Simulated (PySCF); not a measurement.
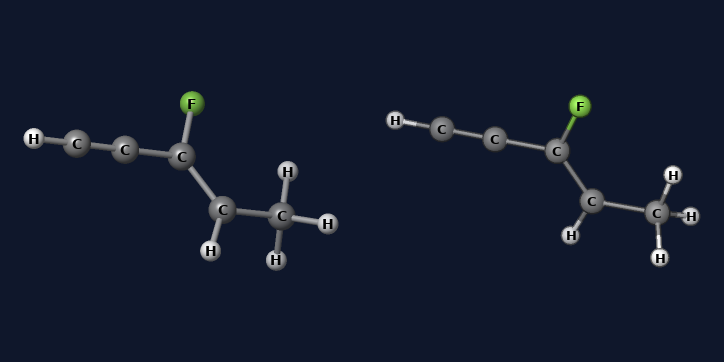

Two views of one molecule.

The computed structure is the end point of a PBE0-D3(BJ)/def2-SVP optimisation. No frequency run is at hand to confirm it as a minimum.

> What is the molecular formula?

C5H5F, 11 atoms: 5 carbon, 5 hydrogen and 1 fluorine.

> How many sets of symmetry-equivalent atoms are there?

10: 1 C, 1 C, 1 C, 1 F, 1 C, 1 C, 1 H, 1 H, 2 H, 1 H.

> How many bonds of each kind are drawn?

5 C–H, 4 C–C, 1 C–F.

More results for the same structure follow; atom numbers are the same in all pictures, views and colours differ.

## NMR shielding

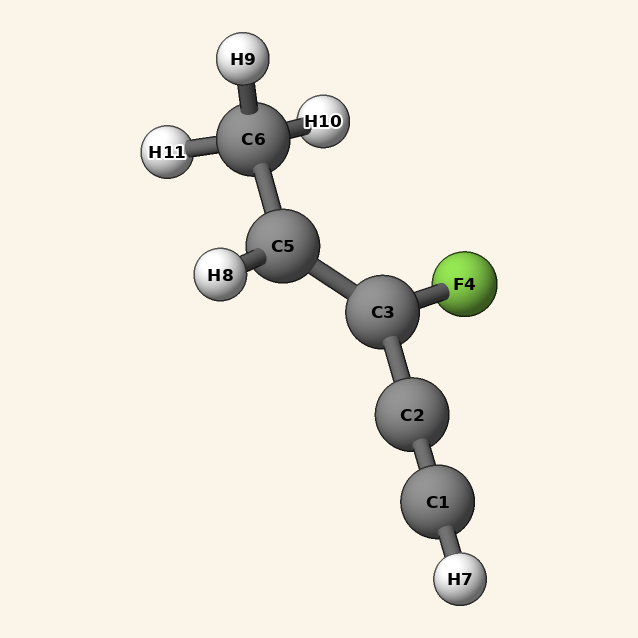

No frequency run is at hand to confirm it as a minimum. Level of theory: GIAO PBE0/STO-3G NMR shielding, non-relativistic, gas phase (PySCF 2.14.0). Principal shieldings σ11 ≤ σ22 ≤ σ33, span Ω = σ33 − σ11, skew κ = 3(σiso − σ22)/Ω.

Give the shielding tensors of the F atoms.

```tsv
atom	σ11	σ22	σ33	σiso	Ω	κ
F4	232.0	242.7	488.3	321.0	256.2	0.92
```

Shieldings and span in ppm.

## Bond orders

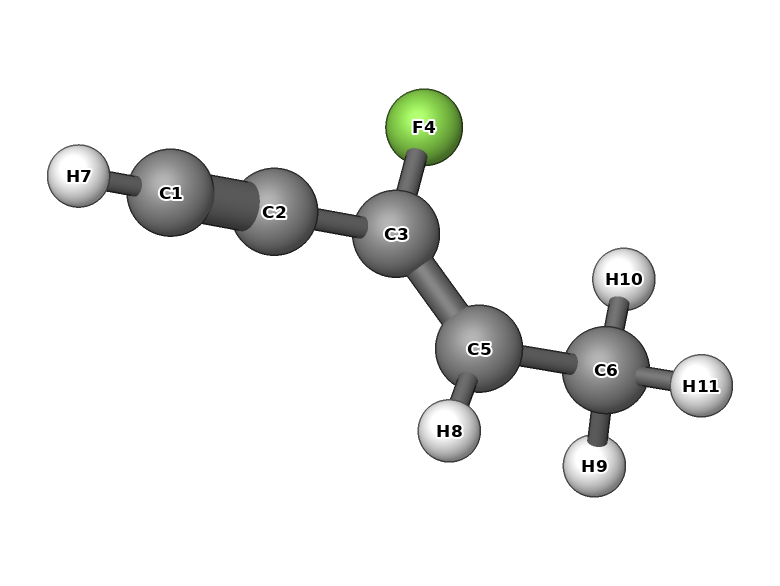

The thickness of each stick grows with its Mayer bond order. No frequency run is at hand to confirm it as a minimum. Level of theory: PBE0/STO-3G (PySCF 2.14.0).

> Which bond has the highest Mayer bond order?

C1–C2, 2.84, at a length of 1.213 Å.

List the Mayer bond orders of C1–C2, C1–H7, C2–C3, C3–F4, C3–C5, C5–C6, C5–H8, C6–H10, C6–H9 (one bond of each equivalent set).

| bond | Mayer order | length (Å) |
| --- | --- | --- |
| C1–C2 | 2.84 | 1.213 |
| C1–H7 | 0.98 | 1.075 |
| C2–C3 | 1.09 | 1.425 |
| C3–F4 | 1.05 | 1.341 |
| C3–C5 | 1.72 | 1.340 |
| C5–C6 | 1.03 | 1.487 |
| C5–H8 | 0.96 | 1.093 |
| C6–H10 | 0.97 | 1.098 |
| C6–H9 | 0.96 | 1.103 |

## Charges

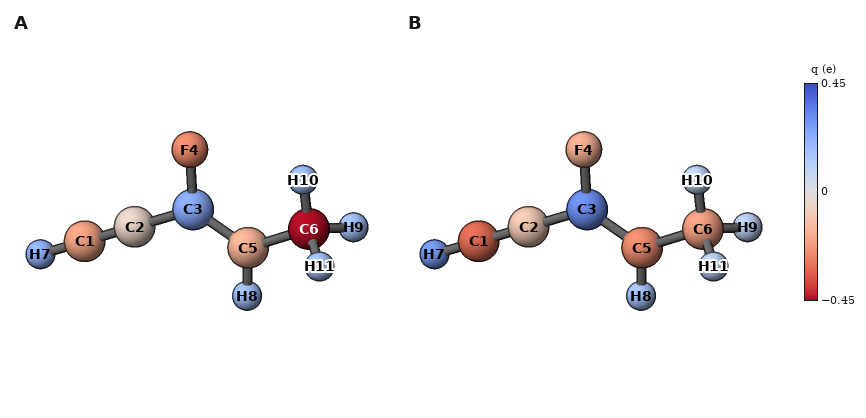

Atomic charges of one calculation by 2 schemes, on one colour scale. No frequency run is at hand to confirm it as a minimum. Level of theory: PBE0/6-31G (PySCF 2.14.0).

> The schemes are ESP-fitted, IAO. Which panel shows which?

A IAO, B ESP-fitted.

List the charges (e), one line for each set of equivalent atoms.

```csv
atom,IAO,ESP-fitted
C1,−0.20,−0.31
C2,−0.05,−0.09
C3,0.23,0.30
F4,−0.25,−0.17
C5,−0.16,−0.25
C6,−0.44,−0.20
H7,0.21,0.28
H8,0.17,0.16
"H9, H11",0.16,0.10
H10,0.17,0.09
```
